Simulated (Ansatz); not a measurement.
# Cu2O, pressure series

The reference is Cu$_{2}$O (space group Pn-3m, No. 224; a = 4.246 Å).

Cell and atoms are relaxed at each pressure.

All numbers come from r2SCAN in Ansatz (plane waves to 500 eV, PAW, spin-orbit coupling left out).

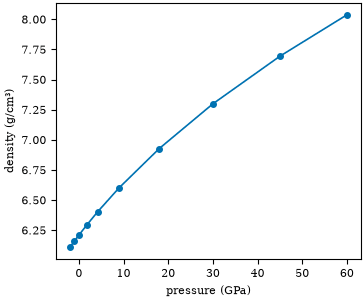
Figure: Density against pressure

Problem. From the plot, what is the density for pressure 45 GPa?

Solution. About 7.7 g/cm³.

Problem. Is the trend monotonic over the range shown?

Solution. Yes, it rises throughout, spanning 6.11 g/cm³ to 8.04 g/cm³.

Load acts through the strain it causes; cell and atoms are relaxed under it. Stability against distortions was not tested. No other phases were tried under pressure. No Hubbard U is applied. All final runs are without spin polarisation.

Ansatz is a quantum-chemistry and plane-wave program.
